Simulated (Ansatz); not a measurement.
AlFH$_{3}$NO···HBr

The calculation's input:

```
crystal:
  periodic: [false, false, false]
  atoms:
    - { symbol: Al, position_ang: [-0.152484, -0.230591, -0.215772] }
    - { symbol: F, position_ang: [-0.144202, -0.33155, 1.459197] }
    - { symbol: O, position_ang: [1.304998, -0.286051, -1.038126] }
    - { symbol: H, position_ang: [2.200363, -0.371884, -0.768336] }
    - { symbol: "N", position_ang: [-1.699679, -0.213205, -1.030752] }
    - { symbol: H, position_ang: [-2.590347, -0.181429, -0.574751] }
    - { symbol: H, position_ang: [-1.81791, -0.197983, -2.025117] }
    - { symbol: Br, position_ang: [-0.018116, 2.94349, 1.500693] }
    - { symbol: H, position_ang: [-0.101522, 1.645404, 2.226964] }
basis:
  gaussian: { orbitals: def2-SVP }
hamiltonian:
  xc: hf
relax:
  f_tol: 0.03
  max_steps: 50
output:
  orbitals: {}
```

Run with:

```sh
ansatz run input.yaml --threads 2 --pin off --max-ram 3072MiB --backend cpu --events-out ev --progress --plain --runs-dir out
```

The fields are those of the run's last geometry, not of the input's.

These are results of RHF/def2-SVP in Ansatz 0.2.0, not measurements.

Predict the electron density and electron localisation function between the atoms.

Answer. Al–F (1.66 Å): the density is about 0.79 e/Å³ at the midpoint; the ELF peaks at about 0.85 in the valence shell of F, 0.6 Å from its nucleus, and is about 0.25 at the midpoint.
Al–O (1.67 Å): the density is about 0.89 e/Å³ at the midpoint; the ELF peaks at about 0.85 in the valence shell of O, 0.6 Å from its nucleus, and is about 0.40 at the midpoint.
Al–N (1.75 Å): the density is about 0.89 e/Å³ at the midpoint; the ELF peaks at about 0.90 between the atoms; a short, strongly polar bond.
O–H (0.94 Å): the density is about 3.8 e/Å³ at the midpoint; the ELF climbs to about 1 towards the hydrogen, as it does in any bond to H; a covalent bond by its length.

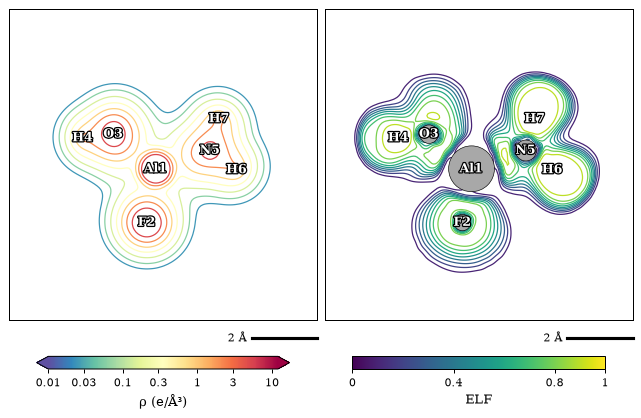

Computed electron density and electron localisation function on the plane of atoms F2, Al1 and N5, in this order. Grey discs cover the atomic cores in the ELF map. 
